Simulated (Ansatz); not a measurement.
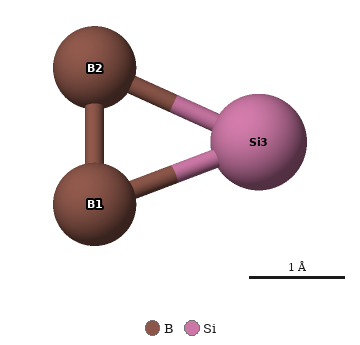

Fig. 1: The starting structure (ball-and-stick view, seen at a tilt; atoms are numbered from 1 in the order of the input). Bond lengths as drawn: B–B 1.51 Å and B–Si 1.90 Å.

# Molecular dynamics of B2Si

The run: molecular dynamics of B2Si. Method and program: RKS BLYP/def2-SVP (Ansatz 0.2.0).

The geometry comes from this level: r2SCAN-D4/def2-TZVP. Figures and captions count atoms from 1; the log counts them from 0 in places.

**The input**
```yaml
crystal:
  periodic: [false, false, false]
  atoms:
    - {symbol: B, position_ang: [0.028393, 0.855917, 0.415395]}
    - {symbol: B, position_ang: [-0.645680, 0.085164, -0.694117]}
    - {symbol: Si, position_ang: [0.617287, -0.941081, 0.278721]}
basis:
  gaussian: {orbitals: def2-SVP}
hamiltonian: {xc: {name: BLYP}}
md: {timestep: 1 fs, n_steps: 15, ensemble: nvt_nose_hoover, temperature: 700, initial_velocities: maxwell_boltzmann, seed: 504}
scf: {omitted_lower_state_checks: [starts]}
```

Hardware: 2 threads of Arm Neoverse V2, 23 GiB of memory available, shared host.

Launch command:
```bash
ansatz run in.yaml --threads 2 --pin off --events-out ev --progress --plain --max-ram 4352MiB
```

**The program's output**
```
Functional definition: BLYP
  name "BLYP"
  cite "Becke, Phys. Rev. A 38, 3098 (1988) doi:10.1103/PhysRevA.38.3098"
  cite "Lee, Yang & Parr, Phys. Rev. B 37, 785 (1988) doi:10.1103/PhysRevB.37.785"
  parameter beta = 0.0042
  parameter a = 0.04918
  parameter b = 0.132
  parameter c = 0.2533
  parameter d = 0.349
  exchange = b88_x(beta = beta)
  correlation = lyp_c(a = a, b = b, c = c, d = d)
these checks for a lower state are left out or cut short: starts
504 factors; their error is unknown
mean field evaluation 1: about -9210.3699 eV, gradient 4.9e1 eV
mean field evaluation 2: about -9150.2961 eV, gradient 1.2e2 eV
mean field evaluation 4: about -9216.9109 eV, gradient 2.5e1 eV
mean field evaluation 8: about -9220.1193 eV, gradient 1.4e-1 eV
mean field evaluation 16: about -9220.0805 eV, gradient 6.8e-5 eV
mean field -9220.08054271 eV, -338.8317103494 hartree, gradient 6.8e-5 eV, S^2 0.000000; 0 other end points of the search recorded, 0 dependent functions left out
the calculation of the forces begins
reference -9220.08078054 eV, -338.8317190897 hartree; 12, 12 occupied and 34, 34 virtual orbitals, 504 factors
md step     0: t =     0.00 fs  T =   700.0 K  F+E_penalty+E_count = -9220.08054271 eV  E_kin = 0.090482 eV  conserved = -9219.99006071 eV  (26 SCF iters)
these checks for a lower state are left out or cut short: starts, cluster_reference, orbital_swaps, neighbouring_geometries, increment
504 factors; their error is unknown
mean field -9220.09008729 eV, -338.8320611065 hartree, gradient 3.7e-6 eV, S^2 0.000000; 0 other end points of the search recorded, 0 dependent functions left out
[... from here on the field's lines of each further geometry are left out, up to the last ...]
md step     1: t =     1.00 fs  T =   773.4 K  F+E_penalty+E_count = -9220.09008729 eV  E_kin = 0.099973 eV  conserved = -9219.99011421 eV  (31 SCF iters)
md step     2: t =     2.00 fs  T =   777.7 K  F+E_penalty+E_count = -9220.09057817 eV  E_kin = 0.100524 eV  conserved = -9219.99005189 eV  (31 SCF iters)
md step     3: t =     3.00 fs  T =   717.6 K  F+E_penalty+E_count = -9220.08267750 eV  E_kin = 0.092761 eV  conserved = -9219.98991011 eV  (31 SCF iters)
md step     4: t =     4.00 fs  T =   608.2 K  F+E_penalty+E_count = -9220.06835514 eV  E_kin = 0.078616 eV  conserved = -9219.98972885 eV  (31 SCF iters)
md step     5: t =     5.00 fs  T =   469.8 K  F+E_penalty+E_count = -9220.05028215 eV  E_kin = 0.060729 eV  conserved = -9219.98954129 eV  (31 SCF iters)
md step     6: t =     6.00 fs  T =   324.3 K  F+E_penalty+E_count = -9220.03130492 eV  E_kin = 0.041925 eV  conserved = -9219.98937090 eV  (31 SCF iters)
md step     7: t =     7.00 fs  T =   192.0 K  F+E_penalty+E_count = -9220.01406032 eV  E_kin = 0.024824 eV  conserved = -9219.98923190 eV  (31 SCF iters)
md step     8: t =     8.00 fs  T =    89.7 K  F+E_penalty+E_count = -9220.00072994 eV  E_kin = 0.011599 eV  conserved = -9219.98913184 eV  (31 SCF iters)
md step     9: t =     9.00 fs  T =    29.6 K  F+E_penalty+E_count = -9219.99290009 eV  E_kin = 0.003830 eV  conserved = -9219.98907433 eV  (26 SCF iters)
md step    10: t =    10.00 fs  T =    18.8 K  F+E_penalty+E_count = -9219.99148907 eV  E_kin = 0.002435 eV  conserved = -9219.98906102 eV  (24 SCF iters)
md step    11: t =    11.00 fs  T =    59.0 K  F+E_penalty+E_count = -9219.99671074 eV  E_kin = 0.007629 eV  conserved = -9219.98909300 eV  (25 SCF iters)
md step    12: t =    12.00 fs  T =   146.3 K  F+E_penalty+E_count = -9220.00805592 eV  E_kin = 0.018910 eV  conserved = -9219.98917082 eV  (31 SCF iters)
md step    13: t =    13.00 fs  T =   271.2 K  F+E_penalty+E_count = -9220.02428991 eV  E_kin = 0.035054 eV  conserved = -9219.98929359 eV  (31 SCF iters)
md step    14: t =    14.00 fs  T =   418.8 K  F+E_penalty+E_count = -9220.04347988 eV  E_kin = 0.054140 eV  conserved = -9219.98945712 eV  (31 SCF iters)
the calculation of the forces begins
reference -9220.06332053 eV, -338.8310774460 hartree; 12, 12 occupied and 34, 34 virtual orbitals, 504 factors
these checks for a lower state are left out or cut short: starts
504 factors; their error is unknown
mean field -9220.06308244 eV, -338.8310686963 hartree, gradient 2.4e-5 eV, S^2 0.000000; 0 other end points of the search recorded, 0 dependent functions left out
the calculation of the forces begins
reference -9220.06332053 eV, -338.8310774460 hartree; 12, 12 occupied and 34, 34 virtual orbitals, 504 factors
md step    15: t =    15.00 fs  T =   569.7 K  F+E_penalty+E_count = -9220.06308244 eV  E_kin = 0.073638 eV  conserved = -9219.98965071 eV  (13 SCF iters)
```

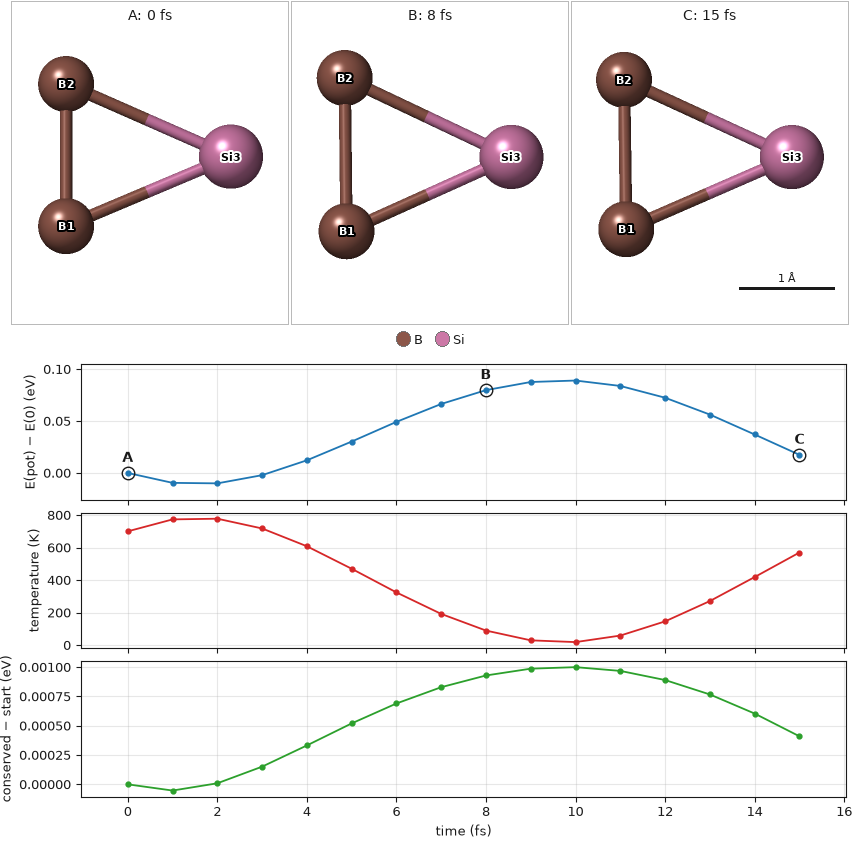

Fig. 2: Frames of the molecular dynamics (ball-and-stick, seen on its broad side) above the curves, on which the letters mark them. The trajectory kept here has 16 frames over 15 fs. The temperature starts at 700 K, ranges from 19 to 778 K and averages 200 K over the second half. The potential energy ends 0.017 eV above its first value. The conserved quantity stays within 0.0011 eV. After an unweighted best fit of the last frame on the first, the root-mean-square displacement is 0.03 Å.

```
Total energy: -9220.06332053 eV, -338.8310774460 hartree
Atom 0 at     0.043463     0.872069     0.439716 Å, force    -0.557970    -0.440789    -0.830118 eV/Å
Atom 1 at    -0.677640     0.081688    -0.731918 Å, force     0.671695     0.445619     0.961252 eV/Å
Atom 2 at     0.623788    -0.945960     0.283909 Å, force    -0.113725    -0.004830    -0.131134 eV/Å
Dipole moment:     0.139338    -0.222913     0.058220 e Å
Checks for a lower state left out: starts
```

**Trajectory as extended XYZ (Å, eV, eV/Å), 16 frames, from step=0 to step=15**
```
3
Properties=species:S:1:pos:R:3:forces:R:3 step=0 time_fs=0.0 energy=-9220.08054 temperature=700.0
B     0.0284    0.8559    0.4154    0.1807   0.6473   0.4947
B    -0.6457    0.0852   -0.6941   -0.5110  -0.1437  -0.6439
Si    0.6173   -0.9411    0.2787    0.3303  -0.5035   0.1491
3
Properties=species:S:1:pos:R:3:forces:R:3 step=1 time_fs=1.0 energy=-9220.09009 temperature=773.4
B     0.0329    0.8592    0.4220   -0.0365   0.3757   0.1268
B    -0.6509    0.0815   -0.7017   -0.2428   0.0743  -0.2420
Si    0.6176   -0.9409    0.2791    0.2793  -0.4500   0.1153
3
Properties=species:S:1:pos:R:3:forces:R:3 step=2 time_fs=2.0 energy=-9220.09058 temperature=777.7
B     0.0373    0.8629    0.4287   -0.2355   0.1164  -0.2150
B    -0.6564    0.0779   -0.7095    0.0135   0.2696   0.1360
Si    0.6180   -0.9410    0.2795    0.2220  -0.3859   0.0790
3
Properties=species:S:1:pos:R:3:forces:R:3 step=3 time_fs=3.0 energy=-9220.08268 temperature=717.6
B     0.0416    0.8667    0.4352   -0.4089  -0.1193  -0.5172
B    -0.6618    0.0745   -0.7172    0.2472   0.4351   0.4751
Si    0.6184   -0.9411    0.2800    0.1618  -0.3158   0.0421
3
Properties=species:S:1:pos:R:3:forces:R:3 step=4 time_fs=4.0 energy=-9220.06835 temperature=608.2
B     0.0455    0.8703    0.4412   -0.5537  -0.3249  -0.7734
B    -0.6671    0.0715   -0.7245    0.4521   0.5688   0.7674
Si    0.6189   -0.9414    0.2805    0.1016  -0.2440   0.0060
3
Properties=species:S:1:pos:R:3:forces:R:3 step=5 time_fs=5.0 energy=-9220.05028 temperature=469.8
B     0.0489    0.8737    0.4466   -0.6697  -0.4973  -0.9822
B    -0.6719    0.0690   -0.7311    0.6256   0.6716   1.0101
Si    0.6195   -0.9417    0.2809    0.0442  -0.1743  -0.0280
3
Properties=species:S:1:pos:R:3:forces:R:3 step=6 time_fs=6.0 energy=-9220.03131 temperature=324.3
B     0.0517    0.8766    0.4511   -0.7586  -0.6359  -1.1450
B    -0.6762    0.0672   -0.7368    0.7669   0.7461   1.2037
Si    0.6201   -0.9421    0.2814   -0.0083  -0.1102  -0.0587
3
Properties=species:S:1:pos:R:3:forces:R:3 step=7 time_fs=7.0 energy=-9220.01406 temperature=192.0
B     0.0538    0.8790    0.4545   -0.8225  -0.7413  -1.2646
B    -0.6798    0.0659   -0.7414    0.8766   0.7954   1.3502
Si    0.6206   -0.9426    0.2818   -0.0541  -0.0542  -0.0856
3
Properties=species:S:1:pos:R:3:forces:R:3 step=8 time_fs=8.0 energy=-9220.00073 temperature=89.7
B     0.0552    0.8807    0.4568   -0.8638  -0.8144  -1.3443
B    -0.6826    0.0654   -0.7448    0.9558   0.8226   1.4522
Si    0.6212   -0.9430    0.2823   -0.0919  -0.0082  -0.1079
3
Properties=species:S:1:pos:R:3:forces:R:3 step=9 time_fs=9.0 energy=-9219.99290 temperature=29.6
B     0.0558    0.8817    0.4580   -0.8844  -0.8562  -1.3863
B    -0.6845    0.0657   -0.7469    1.0054   0.8299   1.5117
Si    0.6217   -0.9435    0.2826   -0.1210   0.0263  -0.1255
3
Properties=species:S:1:pos:R:3:forces:R:3 step=10 time_fs=10.0 energy=-9219.99149 temperature=18.8
B     0.0556    0.8819    0.4579   -0.8850  -0.8673  -1.3920
B    -0.6856    0.0667   -0.7476    1.0260   0.8185   1.5300
Si    0.6222   -0.9439    0.2830   -0.1410   0.0488  -0.1381
3
Properties=species:S:1:pos:R:3:forces:R:3 step=11 time_fs=11.0 energy=-9219.99671 temperature=59.0
B     0.0546    0.8813    0.4565   -0.8658  -0.8476  -1.3613
B    -0.6857    0.0684   -0.7470    1.0176   0.7884   1.5070
Si    0.6226   -0.9444    0.2833   -0.1518   0.0592  -0.1457
3
Properties=species:S:1:pos:R:3:forces:R:3 step=12 time_fs=12.0 energy=-9220.00806 temperature=146.3
B     0.0529    0.8800    0.4539   -0.8257  -0.7964  -1.2929
B    -0.6849    0.0708   -0.7451    0.9794   0.7386   1.4414
Si    0.6230   -0.9448    0.2835   -0.1538   0.0578  -0.1485
3
Properties=species:S:1:pos:R:3:forces:R:3 step=13 time_fs=13.0 energy=-9220.02429 temperature=271.2
B     0.0504    0.8779    0.4502   -0.7628  -0.7124  -1.1840
B    -0.6833    0.0738   -0.7418    0.9102   0.6668   1.3307
Si    0.6233   -0.9452    0.2837   -0.1474   0.0456  -0.1468
3
Properties=species:S:1:pos:R:3:forces:R:3 step=14 time_fs=14.0 energy=-9220.04348 temperature=418.8
B     0.0472    0.8753    0.4454   -0.6745  -0.5943  -1.0310
B    -0.6808    0.0775   -0.7374    0.8081   0.5703   1.1718
Si    0.6236   -0.9456    0.2838   -0.1336   0.0240  -0.1408
3
Properties=species:S:1:pos:R:3:forces:R:3 step=15 time_fs=15.0 energy=-9220.06308 temperature=569.7
B     0.0435    0.8721    0.4397   -0.5580  -0.4408  -0.8301
B    -0.6776    0.0817   -0.7319    0.6717   0.4456   0.9613
Si    0.6238   -0.9460    0.2839   -0.1137  -0.0048  -0.1311
```

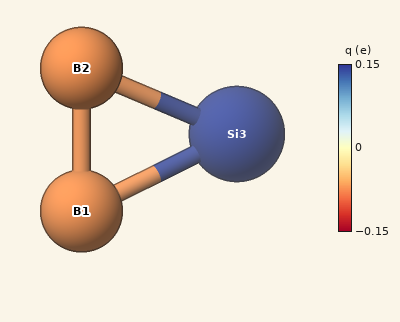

Fig. 3: Mulliken charges, as the colour of each atom (ball-and-stick view, seen at a tilt; atoms are numbered from 1 in the order of the input). By element: B −0.07 and Si +0.14 e.

**Summary**

```json
{"quantity": "outcome", "value": "finished"}
{"quantity": "mean temperature over the second half", "value": "200 K"}
{"quantity": "trajectory", "value": "15 steps, 15 fs"}
{"quantity": "ensemble", "value": "nvt_nose_hoover"}
{"quantity": "temperature in the input", "value": "700 K"}
{"quantity": "time step", "value": "1 fs"}
{"quantity": "potential energy (last step)", "value": "−9220.0633 eV"}
{"quantity": "SCF solution under orbital rotations (last step)", "value": "stable"}
{"quantity": "largest force (length of the vector) (last step)", "value": "1.254 eV/Å"}
{"quantity": "dipole moment (last step)", "value": "1.29 D"}
{"quantity": "wall time", "value": "4.7 s (CPU time 8.7 s)"}
{"quantity": "peak memory", "value": "0.22 GiB"}
```

**Notes**

So short a trajectory is not equilibrated. The temperature stays far from the 700 K of the thermostat over the second half: the run isn't equilibrated.
